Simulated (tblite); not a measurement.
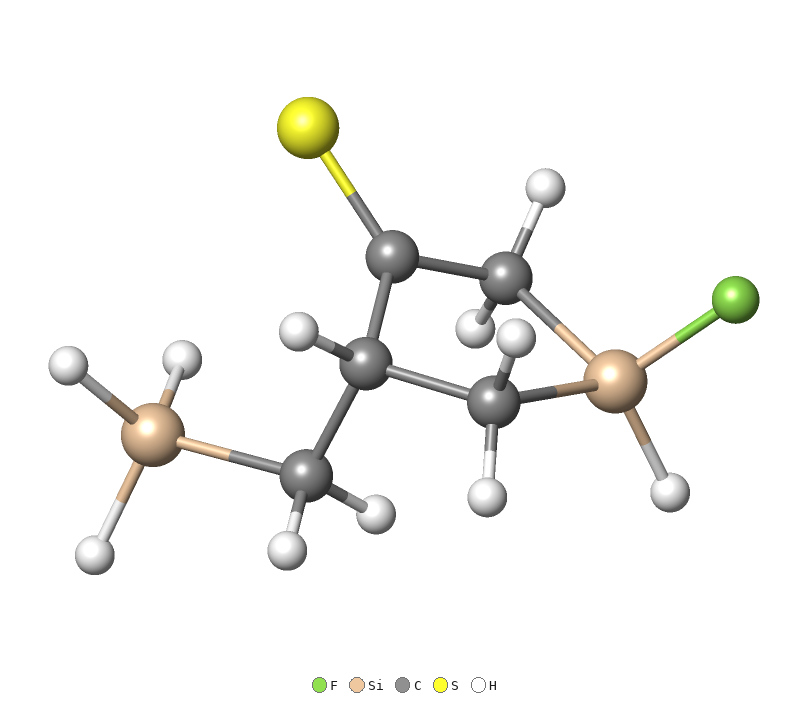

Source: calculation with tblite.

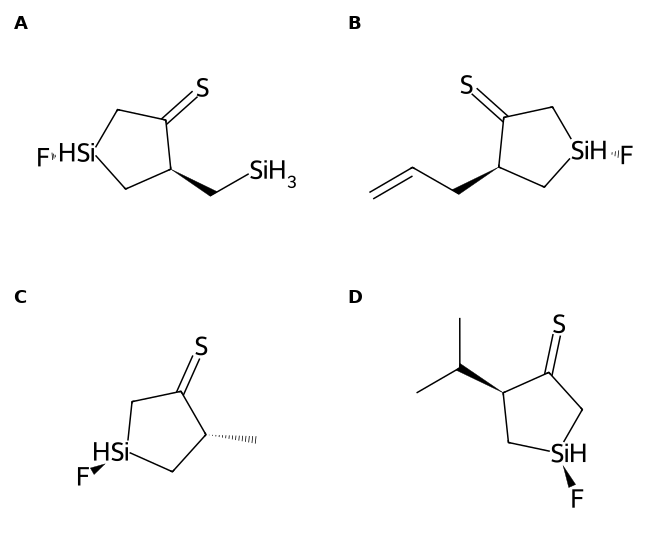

> The first picture shows one of the molecules drawn in the second. Which?

A, `F[Si@@H]1CC(=S)[C@@H](C[SiH3])C1`.
